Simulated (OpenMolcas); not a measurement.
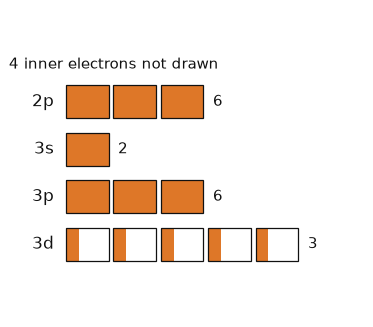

The outer shells of the leading configuration of the lowest level: a box for each of the 2l + 1 orbitals, shaded by the share of the shell that is filled, with the electron count at the right.

V²⁺ complex: multiconfigurational calculation (part 1 of 2)

- system: V²⁺ with 6 ligands (Br; octahedron, 2.932 Å), embedded in CsCaBr3 by model potentials and point charges, whose field is part of the energies.
- method: state-averaged CASSCF, active space 3 electrons in the shell 3d, basis ANO-RCC-VDZP on the metal and ANO-RCC-VDZP on the ligands, DKH2 scalar Hamiltonian, spin-orbit coupling by RASSI with atomic mean-field integrals (OpenMolcas)

### Output (extracts)
```
--- SEWARD ---
Basis set label: V.ANO-RCC...5S4P2D1F.

      Electronic valence basis set:
      ------------------
      Associated Effective Charge  23.000000 au
      Associated Actual Charge     23.000000 au
      Nuclear Model: Point charge

      Shell  nPrim  nBasis  Cartesian Spherical Contaminant
         s      21       5        X
         p      15       4        X
         d      10       2                 X
         f       6       1                 X
                  Relativistic Douglas-Kroll-Hess integrals:
                    - DKH order of Hamiltonian: 2
                    - DKH order of Properties : 0
                  Atomic mean-field integrals
--- RASSCF ---
Wave function specifications:
      -----------------------------

      Number of closed shell electrons         234
      Number of electrons in active shells       3
      Max number of holes in RAS1 space          0
      Max nr of electrons in RAS3 space          0
      Number of inactive orbitals              117
      Number of active orbitals                  5
      Number of secondary orbitals              98
      Spin quantum number                      1.5
      State symmetry                             1
Orbital specifications:
      -----------------------

      Symmetry species                           1   2
                                                ag  au
      Frozen orbitals                            0   0
      Inactive orbitals                         57  60
      Active orbitals                            5   0
      RAS1 orbitals                              0   0
      RAS2 orbitals                              5   0
      RAS3 orbitals                              0   0
      Secondary orbitals                        46  52
      Deleted orbitals                           0   0
      Number of basis functions                108 112
      Number of CSFs                            10
      Number of root(s) required                10
      Iter CI   SX   CI       RASSCF       Energy    max ROT     max BLB   max BLB  Level Ln srch  Step   QN
          iter iter root      energy       change     param      element    value   shift minimum  type update
 Nr of preliminary CI iterations:   1
      Total energies have been shifted. Add               -16000.00 au
        1   1   16    0  -575.27858051    0.00E+00  -6.20E-02   52  97 1  3.31E-01*  0.82   0.00    SX    NO
        2   1   16    0  -575.67625004   -3.98E-01* -2.63E-02   52  97 1  1.20E-01*  0.79   0.00    SX    NO
        3   1   15    0  -575.75490692   -7.87E-02* -1.51E-02   55 104 2 -4.35E-02*  0.82   0.00    SX    NO
        4   1   14    0  -575.77020104   -1.53E-02* -8.70E-03   55  63 2  2.26E-02*  0.83   0.00    SX    NO
        5   1   13    0  -575.77394896   -3.75E-03* -9.19E-03   55  63 2  1.35E-02*  0.83   2.12    LS   YES
        6   1   13    0  -575.77541035   -1.46E-03*  2.42E-03   55 101 2 -5.03E-03*  0.84   1.07    QN   YES
        7   1   12    0  -575.77569099   -2.81E-04*  2.82E-03   10  63 1  2.80E-03*  0.84   2.19    LS   YES
        8   1   11    0  -575.77580771   -1.17E-04* -5.04E-04   52 100 1  1.59E-03*  0.84   1.02    QN   YES
        9   1   10    0  -575.77583188   -2.42E-05* -2.68E-04   55 101 2  6.41E-04*  0.84   1.53    LS   YES
       10   1   10    0  -575.77583499   -3.11E-06*  3.04E-04    4  71 2  7.45E-04*  0.84   0.98    QN   YES
       11   1    9    0  -575.77583935   -4.36E-06*  2.45E-04   13 110 2 -2.85E-04*  0.84   1.81    LS   YES
       12   1    9    0  -575.77584043   -1.08E-06* -1.01E-04   55 101 2 -3.00E-04*  0.84   1.01    QN   YES
       13   1    8    0  -575.77584089   -4.65E-07* -7.70E-05   55 101 2 -1.43E-04*  0.84   1.76    LS   YES
       14   1    7    0  -575.77584101   -1.13E-07*  2.29E-05    1  71 2 -1.28E-04*  0.84   1.03    QN   YES
       15   1    7    0  -575.77584104   -2.86E-08*  1.03E-05   10  69 1 -1.30E-05   0.84   1.27    QN   YES
       16   1    6    0  -575.77584104   -3.78E-09  -3.92E-06    3  73 2  1.02E-05   0.84   2.50    QN   YES
      Convergence after 16 iterations
       17   1    6    0  -575.77584104   -6.37E-10  -3.92E-06    4  71 2 -3.11E-06   0.84   2.50    QN   YES
      Natural orbitals and occupation numbers for root  1
      sym 1:   1.000000   1.000000  -0.000000   1.000000  -0.000000
      Natural orbitals and occupation numbers for root  2
      sym 1:   0.000002   1.000000   0.000002   0.999998   0.999998
      Natural orbitals and occupation numbers for root  3
      sym 1:   1.000000   0.919394   0.919394   0.080606   0.080606
::    RASSCF root number  1 Total energy: -16575.81431823
::    RASSCF root number  2 Total energy: -16575.79821853
::    RASSCF root number  3 Total energy: -16575.79821853
::    RASSCF root number  4 Total energy: -16575.79821853
::    RASSCF root number  5 Total energy: -16575.78599747
::    RASSCF root number  6 Total energy: -16575.78599747
::    RASSCF root number  7 Total energy: -16575.78599747
::    RASSCF root number  8 Total energy: -16575.73048139
::    RASSCF root number  9 Total energy: -16575.73048139
::    RASSCF root number 10 Total energy: -16575.73048139
--- RASSCF ---
Wave function specifications:
      -----------------------------

      Number of closed shell electrons         234
      Number of electrons in active shells       3
      Max number of holes in RAS1 space          0
      Max nr of electrons in RAS3 space          0
      Number of inactive orbitals              117
      Number of active orbitals                  5
      Number of secondary orbitals              98
      Spin quantum number                      0.5
      State symmetry                             1
Orbital specifications:
      -----------------------

      Symmetry species                           1   2
                                                ag  au
      Frozen orbitals                            0   0
      Inactive orbitals                         57  60
      Active orbitals                            5   0
      RAS1 orbitals                              0   0
      RAS2 orbitals                              5   0
      RAS3 orbitals                              0   0
      Secondary orbitals                        46  52
      Deleted orbitals                           0   0
      Number of basis functions                108 112
      Number of CSFs                            40
      Number of root(s) required                40
      Iter CI   SX   CI       RASSCF       Energy    max ROT     max BLB   max BLB  Level Ln srch  Step   QN
          iter iter root      energy       change     param      element    value   shift minimum  type update
 Nr of preliminary CI iterations:   1
      Total energies have been shifted. Add               -16000.00 au
        1   1    9    0  -575.68365074    0.00E+00  -1.09E-02   62  68 1 -1.14E-02*  0.84   0.00    SX    NO
        2   1    8    0  -575.68465004   -9.99E-04*  3.41E-03   46  72 2 -9.38E-03*  0.82   0.00    SX    NO
        3   1    8    0  -575.68486960   -2.20E-04* -2.02E-03   46  72 2 -2.97E-03*  0.82   0.00    SX    NO
        4   1    7    0  -575.68493721   -6.76E-05* -1.08E-03   50  62 1 -1.89E-03*  0.82   0.00    SX    NO
        5   1    7    0  -575.68496070   -2.35E-05* -1.60E-03   50  62 1 -1.26E-03*  0.82   2.50    LS   YES
        6   1    7    0  -575.68497419   -1.35E-05*  2.66E-04   46  72 2  5.29E-04*  0.82   1.03    QN   YES
        7   1    6    0  -575.68497495   -7.61E-07*  3.99E-04   46  72 2  2.25E-04*  0.82   2.50    LS   YES
        8   1    6    0  -575.68497520   -2.44E-07*  1.29E-04   46  72 2 -2.29E-04*  0.82   0.70    QN   YES
        9   1    5    0  -575.68497529   -9.17E-08*  1.53E-05   49  63 1 -3.40E-05   0.82   1.11    QN   YES
       10   1    5    0  -575.68497530   -1.16E-08* -1.63E-05   49  63 1 -1.87E-05   0.82   1.21    QN   YES
       11   1    4    0  -575.68497530   -3.52E-09  -4.48E-06   46  72 2  6.23E-06   0.82   1.13    QN   YES
      Convergence after 11 iterations
       12   1    4    0  -575.68497530    6.11E-10  -4.48E-06   49  70 1  2.32E-06   0.82   1.13    QN   YES
      Natural orbitals and occupation numbers for root  1
      sym 1:   0.886900   0.931810   0.111099   0.987909   0.082282
      Natural orbitals and occupation numbers for root  2
      sym 1:   0.939269   0.984179   0.082282   0.883171   0.111099
      Natural orbitals and occupation numbers for root  3
      sym 1:   0.823935   0.929320   0.085018   0.923573   0.238153
::    RASSCF root number  1 Total energy: -16575.74246574
::    RASSCF root number  2 Total energy: -16575.74246574
::    RASSCF root number  3 Total energy: -16575.73998170
::    RASSCF root number  4 Total energy: -16575.73998170
::    RASSCF root number  5 Total energy: -16575.73998170
::    RASSCF root number  6 Total energy: -16575.73440026
::    RASSCF root number  7 Total energy: -16575.73028786
::    RASSCF root number  8 Total energy: -16575.73028786
::    RASSCF root number  9 Total energy: -16575.73028786
::    RASSCF root number 10 Total energy: -16575.71783733
::    RASSCF root number 11 Total energy: -16575.71783733
::    RASSCF root number 12 Total energy: -16575.71783733
::    RASSCF root number 13 Total energy: -16575.71765124
::    RASSCF root number 14 Total energy: -16575.71765124
::    RASSCF root number 15 Total energy: -16575.71765124
::    RASSCF root number 16 Total energy: -16575.71043175
::    RASSCF root number 17 Total energy: -16575.71043175
::    RASSCF root number 18 Total energy: -16575.70547966
::    RASSCF root number 19 Total energy: -16575.70547966
::    RASSCF root number 20 Total energy: -16575.70547966
::    RASSCF root number 21 Total energy: -16575.70178890
::    RASSCF root number 22 Total energy: -16575.70178890
::    RASSCF root number 23 Total energy: -16575.70178890
::    RASSCF root number 24 Total energy: -16575.69704380
::    RASSCF root number 25 Total energy: -16575.69704380
::    RASSCF root number 26 Total energy: -16575.69704380
::    RASSCF root number 27 Total energy: -16575.68703302
::    RASSCF root number 28 Total energy: -16575.68703301
::    RASSCF root number 29 Total energy: -16575.65174605
::    RASSCF root number 30 Total energy: -16575.64969260
```

(Continued in part 2.) Outcome of the run: converged.
